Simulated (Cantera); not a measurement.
A closed system holds: 1 mol PbO, a varied amount of CO, 1.4 mol N₂, equilibrated at 1473.15 K and 50.0 Pa.

Equilibrium computed with Cantera from the NASA thermochemical tables; the gas is ideal and each condensed phase is pure. Candidate condensed phases: C, Pb, PbO, PbO₂, Pb₃O₄; 27 gas species. The numbers say what is thermodynamically allowed, not how fast it happens.

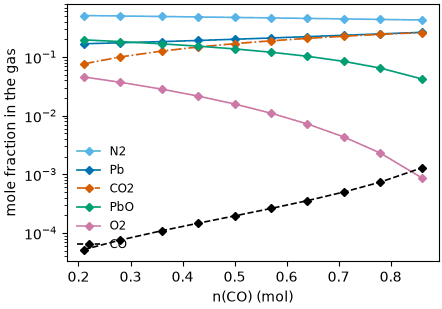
Equilibrium gas composition (values under 1e-9 drawn at 1e-9)

Question: Read off the mole fractions at 0.43 mol CO.

Answer: N₂ about 0.48, Pb about 0.19, PbO about 0.15, CO₂ about 0.15, O₂ about 0.022, CO about 0.00015.
